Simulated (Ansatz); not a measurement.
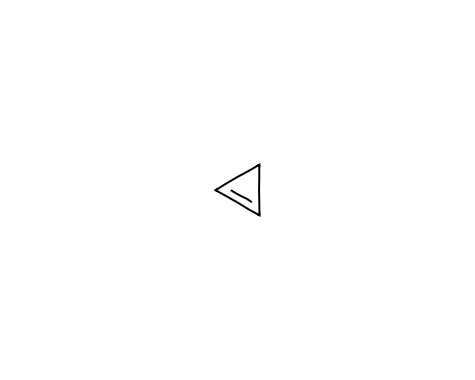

The drawing above gives the connectivity. The geometry was computed by an optimisation with PBE0-D4/def2-TZVP.

What does the molecule look like in three dimensions?

The molecule is C3H4. Its SMILES string is `C1=CC1`. Independent rings (smallest set): 1 of 3 members. Among its groups: alkene. This geometry has C2v symmetry.

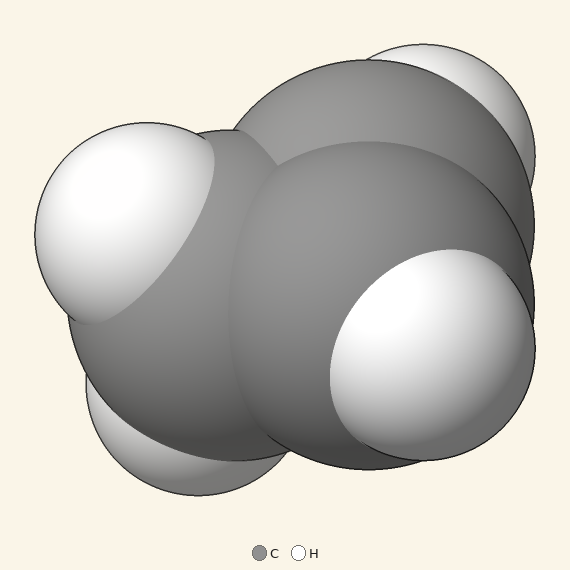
